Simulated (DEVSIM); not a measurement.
System: In0.49Ga0.51P/GaAs n-p heterojunction, at 300 K.

```tsv
layer (left to right)	material	thickness (μm)	Nd (cm⁻³)	Na (cm⁻³)	τn (s)	τp (s)
1	In0.49Ga0.51P	1.30	1.2e17	-	1.3e-9	1.3e-8
2	GaAs	3.50	-	4e16	1.3e-9	1.3e-9
```

Left contact: ohmic. Right contact: ohmic. Voltage is applied to the left contact. Recombination: SRH at mid-gap, Auger. Mobility is constant in doping.

Constants are typed, rounded textbook-type inputs, not results; the design itself was drawn at random and stands for no fabricated device. Values at 300 K.

```
parameter      In0.49Ga0.51P    GaAs
-------------  -------------  ------
gap (eV)                1.89   1.424
affinity (eV)              4    4.07
permittivity            11.8    12.9
Nc (cm⁻³)               9e17  4.7e17
Nv (cm⁻³)             1.3e19    9e18
μn (cm²/Vs)             1500    8500
μp (cm²/Vs)               80     400
Cn (cm⁶/s)             3e-30   1e-30
Cp (cm⁶/s)             3e-30   1e-30
```

Simulated with DEVSIM: 1D drift-diffusion, Boltzmann statistics, complete ionisation; no tunnelling, impact ionisation, image-force lowering or self-heating. Band offsets follow the typed affinities; no thermionic-emission limit at abrupt steps, no polarisation charge.

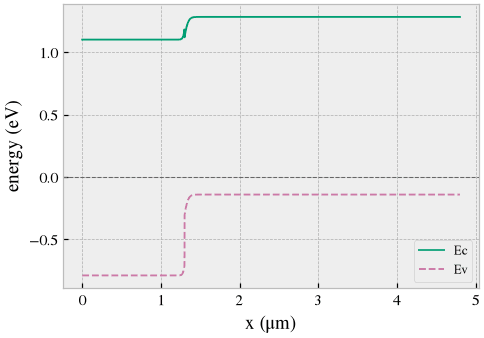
Figure: Band edges at -1.05 V on the left contact

Energies count from the Fermi level of the right contact; mesh points crowd at the junctions.

```csv
x (μm),Ec (eV),Ev (eV),n (cm⁻³),p (cm⁻³),field (V/cm)
0.000,1.102,-0.788,1.2e17,< 1e2,≈ 0
0.007445,1.102,-0.788,1.2e17,4000,≈ 0
0.02635,1.102,-0.788,1.2e17,14000,≈ 0
0.07762,1.102,-0.788,1.2e17,41000,≈ 0
0.2847,1.102,-0.788,1.2e17,150000,≈ 0
0.7010,1.102,-0.788,1.2e17,380000,≈ 0
1.067,1.102,-0.788,1.2e17,610000,≈ 0
1.237,1.103,-0.787,1.2e17,740000,610
1.278,1.122,-0.768,5.5e16,1600000,15000
1.294,1.163,-0.727,1.1e16,7900000,37000
1.301,1.121,-0.303,3.1e16,7.1e13,42000
1.315,1.173,-0.251,4.1e15,5.4e14,32000
1.346,1.244,-0.180,2.6e14,8.4e15,15000
1.425,1.283,-0.141,5.6e13,3.8e16,600
1.755,1.284,-0.140,4.8e13,4.0e16,≈ 0
2.468,1.284,-0.140,3.6e13,4.0e16,≈ 0
3.771,1.284,-0.140,1.5e13,4.0e16,≈ 0
4.416,1.284,-0.140,5.7e12,4.0e16,≈ 0
4.695,1.284,-0.140,1.6e12,4.0e16,≈ 0
4.762,1.284,-0.140,5.7e11,4.0e16,≈ 0
4.788,1.284,-0.140,1.8e11,4.0e16,≈ 0
4.800,1.284,-0.140,< 1e2,4.0e16,≈ 0
```
